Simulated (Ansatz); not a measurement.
**HS (charge +1): harmonic frequencies at the relaxed geometry**

At which frequencies does HS (charge +1) vibrate? The task is harmonic frequencies at the relaxed geometry, for HS (charge +1).

All numbers are computed with Ansatz 0.2.0 through its Python package. Level of theory: PBE0/def2-SVP.

## 1. Starting point

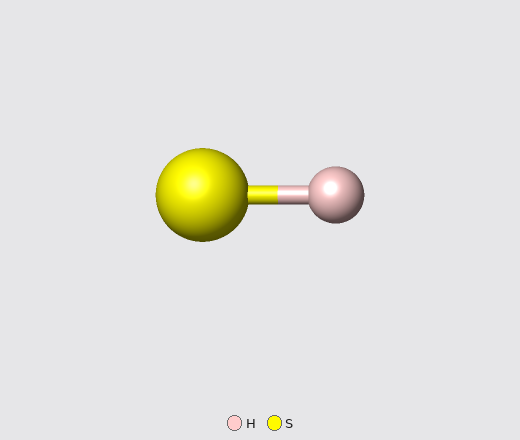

The structure that the script starts from, seen from a chosen angle (hydrogen pink, sulfur yellow).

The script holds or builds the structure itself.

## 2. Script

hs.py reads:

```python
'''Harmonic frequencies of HS(+) at its relaxed geometry.'''

import itertools
import warnings

import ansatz as az
from ase.data import atomic_numbers, covalent_radii
import numpy as np

warnings.simplefilter('ignore', az.DeckWarning)

geometry_ang = [
    ('H', (0.0, 0.0, 0.0)),
    ('S', (0.0, 0.0, 1.405)),
]
hs = az.Crystal.molecule()
for symbol, xyz in geometry_ang:
    hs = hs.atom(symbol, xyz)

job = hs.calculation()
job = job.basis(gaussian='def2-SVP').functional('PBE0')
job = job.charge(1)
job = job.spin('collinear', total=2)
symbols = [site.symbol for site in hs.cartesian_sites]
start = np.array([site.position_ang for site in hs.cartesian_sites], dtype=float)
rep = job.relax(force_tolerance=0.003, max_steps=100).run(threads=1, backend='cpu').report
end = np.array(rep['positions_ang'])

# pairs closer than 1.2 times the sum of covalent radii, before or after
radius = [covalent_radii[atomic_numbers[s]] for s in symbols]
span = lambda where, i, j: np.linalg.norm(where[i] - where[j])
bonded = [(i, j) for i, j in itertools.combinations(range(len(symbols)), 2) if min(span(start, i, j), span(end, i, j)) < 1.2 * (radius[i] + radius[j])]
print('pair        before    after (A)')
for i, j in bonded:
    print(f'{symbols[i]}{i}-{symbols[j]}{j}'.ljust(10), f'{span(start, i, j):8.4f} {span(end, i, j):8.4f}')

# same settings at the minimum
minimum = az.Crystal.molecule()
for symbol, place in zip(symbols, end):
    minimum = minimum.atom(symbol, place.tolist())
vibrating = (
    minimum.calculation()
    .basis(gaussian='def2-SVP')
    .functional('PBE0')
    .charge(1)
    .spin('collinear', total=2)
    .phonons(temperatures=(200, 600, 100))
)
vib = vibrating.run(threads=1, backend='cpu').report['vibrations']
sums = vib['harmonic_sums']
modes = [m['omega_inv_cm'] for m in sums['modes_at_gamma'] if m['rigid_motion'] == 'no']
print('frequencies (1/cm):', ' '.join(f'{w:.0f}' for w in modes))
print('imaginary modes:', sum(w < 0 for w in modes), ' zero-point energy:', round(sums['zero_point_energy_ev'], 4), 'eV')
print('T (K)   F_vib (eV)   S_vib (meV/K)   C_vib (meV/K)')
for row in zip(sums['temperatures_k'], sums['vibrational_free_energy_ev'], vib['entropy_ev_per_k'], vib['heat_capacity_ev_per_k']):
    print(f'{row[0]:6.1f} {row[1]:11.4f} {1000 * row[2]:13.4f} {1000 * row[3]:15.4f}')
```

## 3. What the engine is handed

The engine receives this input (first run):

```yaml
crystal:
  periodic: [false, false, false]
  atoms:
    - { symbol: H, position_ang: [0.0, 0.0, 0.0] }
    - { symbol: S, position_ang: [0.0, 0.0, 1.405] }
basis:
  gaussian:
    orbitals: def2-SVP
hamiltonian:
  xc: pbe0
magnetization:
  spin_polarized: true
  initial_magnetization: 2.0
total_charge: 1.0
relax:
  f_tol: 0.003
  max_steps: 100
```

## 4. Running it

Command:

```bash
> python hs.py
```

Standard output:

```text
pair        before    after (A)
H0-S1        1.4050   1.3775
frequencies (1/cm): 2572
imaginary modes: 0  zero-point energy: 0.1594 eV
T (K)   F_vib (eV)   S_vib (meV/K)   C_vib (meV/K)
 200.0      0.1594        0.0000          0.0000
 300.0      0.1594        0.0000          0.0001
 400.0      0.1594        0.0001          0.0007
 500.0      0.1594        0.0004          0.0029
 600.0      0.1593        0.0013          0.0069
```

It took 5.4 s on 1 thread of Arm Neoverse V1, shared host; peak memory 0.16 GiB.

## 5. What changed from run to run

The engine's inputs for the other runs:

Run 2, against run 1:

```diff
@@ -4,2 +4,2 @@
-    - { symbol: H, position_ang: [0.0, 0.0, 0.0] }
-    - { symbol: S, position_ang: [0.0, 0.0, 1.405] }
+    - { symbol: H, position_ang: [3.326667961480888e-15, 6.1938876019364285e-15, 0.013770214200688507] }
+    - { symbol: S, position_ang: [-3.326667961480888e-15, -6.1938876019364285e-15, 1.3912297857993114] }
@@ -15,3 +15,5 @@
-relax:
-  f_tol: 0.003
-  max_steps: 100
+phonons:
+  temperatures:
+    t_min: 200.0
+    t_max: 600.0
+    t_step: 100.0
```

## 6. The runs side by side

One row for each of the 2 runs:

```csv
run,kind of run,energy from run 2 (eV),<S²>,SCF cycles in all,CPU time (s)
1,relaxation,0.0000,2.01,49,2
2,phonons,0.0000,2.01,96,2.9
```

## 7. The relaxation of run 1, step by step

The steps of the relaxation:

| step | E - E(step 1) (eV) | largest force component (eV/Å) |
| --- | --- | --- |
| 1 | 0.0000 | 0.6103 |
| 2 | -0.0075 | 0.2211 |
| 3 | -0.0086 | 0.0098 |
| 4 | -0.0086 | 0.0263 |
| 5 | -0.0086 | 0.0000 |

Step 1 is the start. Step 4 was tried and not accepted.

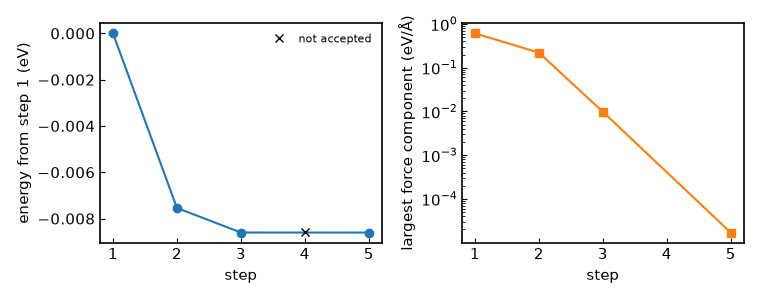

Energy and largest force along the relaxation.

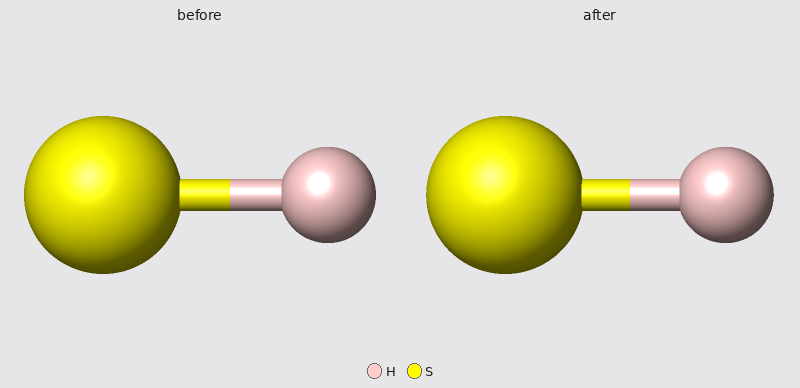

Before and after, at one scale. The change is too small to see at this scale.

Before: Bond lengths: H1–S2 1.405 Å.

After: Bond lengths: H1–S2 1.377 Å.

## 8. Vibrations

Frequencies (cm⁻¹; negative: imaginary): 2572.

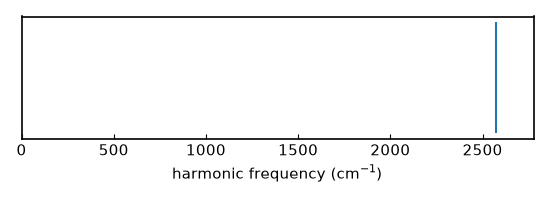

The harmonic frequencies as lines of equal height (no intensities).

## 9. Summary of results

| quantity | value |
| --- | --- |
| runs compared | 2 |
| moves of the relaxation of run 1 | 3 |
| energy gained in run 1 | 0.009 eV |
| last largest force component of run 1 | 0.0000 eV/Å |
| highest frequency | 2572 cm⁻¹ |
| imaginary modes | 0 |
| zero-point energy | 0.159 eV |

Run 1: The relaxation took 3 moves; the largest shift is 0.014 Å. The one frequency is real, so the geometry is a minimum. The values are harmonic; measured fundamentals also hold anharmonic shifts, mostly downward for stretches. The frequencies are harmonic and unscaled, in a modest basis. The run takes the species as open-shell (spin multiplicity 3), which needn't be its ground state. The spin state was assumed, and another may lie lower.
